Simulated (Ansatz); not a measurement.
ClH₅N₂Si···H₂

```json
{"atom": "Si", "x (Å)": "-0.5920", "y (Å)": "-0.0557", "z (Å)": "-0.7929"}
{"atom": "H", "x (Å)": "0.6682", "y (Å)": "0.1501", "z (Å)": "2.7329"}
{"atom": "N", "x (Å)": "1.0334", "y (Å)": "-0.0038", "z (Å)": "-0.2858"}
{"atom": "H", "x (Å)": "1.3979", "y (Å)": "-0.6846", "z (Å)": "0.3676"}
{"atom": "H", "x (Å)": "1.5374", "y (Å)": "0.8718", "z (Å)": "-0.2471"}
{"atom": "H", "x (Å)": "-0.7423", "y (Å)": "1.0439", "z (Å)": "-1.7694"}
{"atom": "N", "x (Å)": "-0.9469", "y (Å)": "-1.6551", "z (Å)": "-1.2671"}
{"atom": "H", "x (Å)": "-1.8824", "y (Å)": "-2.0314", "z (Å)": "-1.2171"}
{"atom": "H", "x (Å)": "-0.3568", "y (Å)": "-2.1454", "z (Å)": "-1.9248"}
{"atom": "Cl", "x (Å)": "-2.0342", "y (Å)": "0.3600", "z (Å)": "0.6602"}
{"atom": "H", "x (Å)": "1.0468", "y (Å)": "0.0207", "z (Å)": "3.3627"}
```

All numbers below come from RKS CAM-B3LYP/6-31G* (Ansatz 0.2.0).

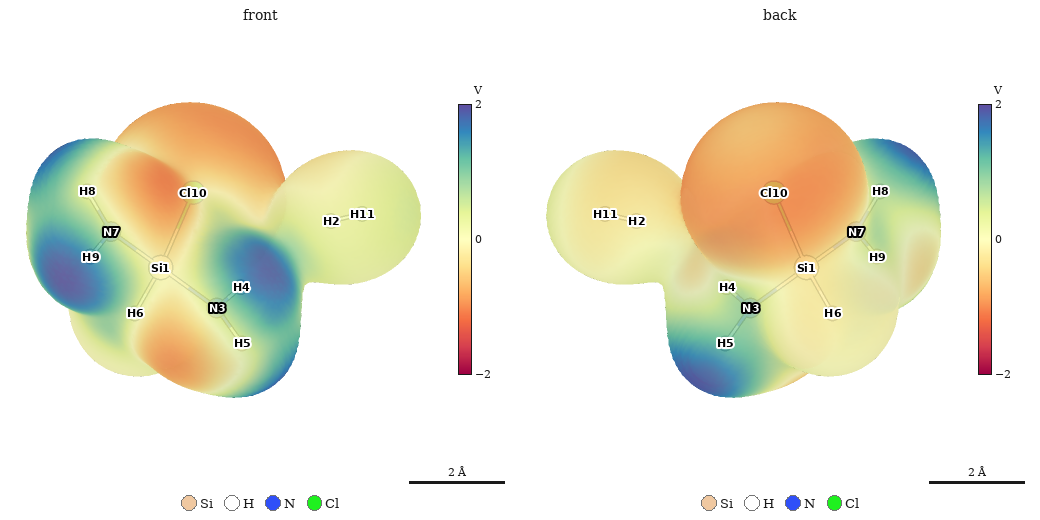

Figure 1. The electrostatic potential painted on the density surface at 0.002 e/bohr³, seen from the front and from behind; red is negative and blue positive.

Question: Describe the electrostatic potential map.

Answer: The most negative region (about −1.0 V) lies over N3, N7 and Cl10, the most positive (about +1.9 V) over H5 and H9.

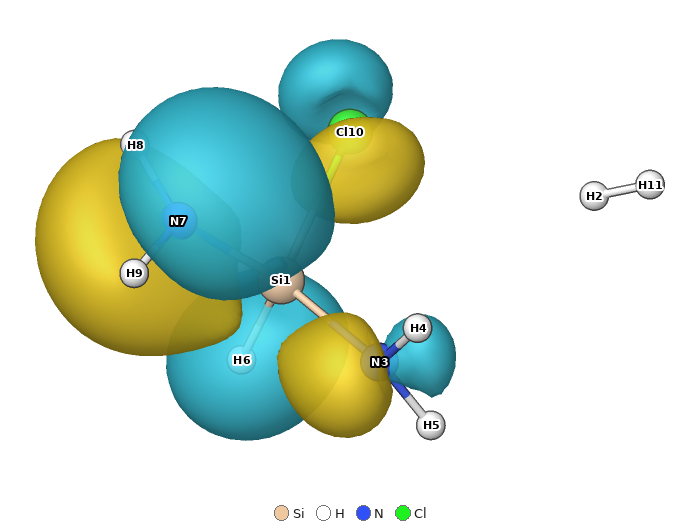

Figure 2. The HOMO at ±0.08 Å⁻³ᐟ² (yellow and cyan are the two phases), seen across its widest extent.

Question: Where does this orbital lie, and at what energy?

Answer: Its weight (Hirshfeld) is mainly on N7 (about 60 %), Si1 (about 15 %) and H6 (about 5 %). Its energy is −8.93 eV.

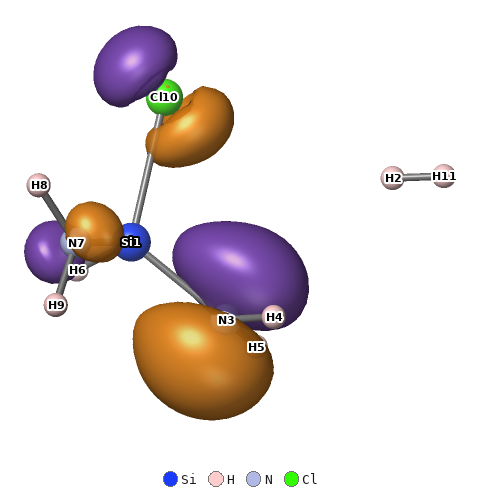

Figure 3. The HOMO−1 at ±0.15 Å⁻³ᐟ² (orange and purple are the two phases), seen at a tilt.

Question: What is the character of this orbital?

Answer: By Hirshfeld shares it lies mainly on N3 (about 60 %) and Cl10 (about 15 %). Its energy is −9.05 eV.
